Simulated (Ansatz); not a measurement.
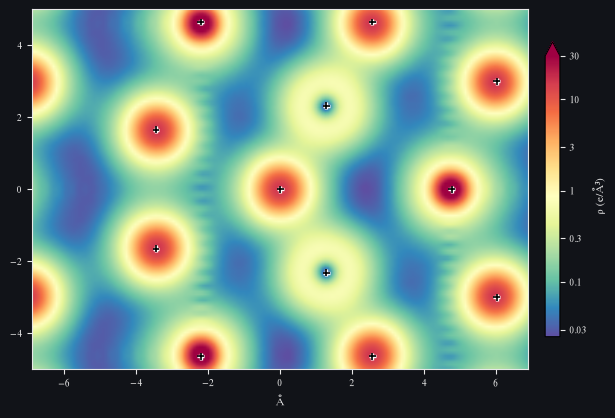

The valence pseudo-density on a plane through atoms (crosses mark nuclei in the plane).

All numbers below come from DFT PBE, scalar-relativistic, plane waves, PAW in Ansatz.

Candidates:
A. Sn3GeP, a = 4.23 Å, b = 13.10 Å, c = 9.29 Å, α = 90.00°, β = 90.00°, γ = 90.00°. Space group Cmcm; a generated structure, not necessarily the stable one.
B. Ca2Al2O3, a = 7.33 Å, b = 7.33 Å, c = 7.33 Å, α = 90.00°, β = 90.00°, γ = 90.00°. Space group I2₁3; a generated structure, not necessarily the stable one; changed on purpose from its base cell (volume × 0.97, shape and atoms relaxed); computed pressure about 2 GPa in this cell.

**Which system is this?**

Candidate A: Sn3GeP on the (100) plane of the conventional cell, which holds Sn, Ge and P. Sn–P (2.65 Å): ρ is about 0.38 e/Å³ halfway.
